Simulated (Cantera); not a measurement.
A closed system holds: 1 mol BCl₃, 0.57 mol NH₃, 54 mol N₂, held at 1.00 bar.

Method: chemical equilibrium by Gibbs-energy minimisation in Cantera with the NASA 1993 tables (ideal gas, pure condensed phases). Candidate condensed phases: B, BN, NH₄Cl; 21 gas species. The tables' values for BCl, BCl₂ are old estimates; treat these amounts as uncertain. Rates play no part.

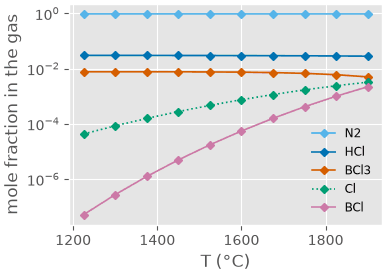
Figure: Equilibrium gas composition (values under 1e-9 drawn at 1e-9)

Task: Read off the mole fractions at 1825 °C.

Result: N₂ about 0.96, HCl about 0.029, BCl₃ about 0.0060, Cl about 0.0024, BCl about 0.0010.
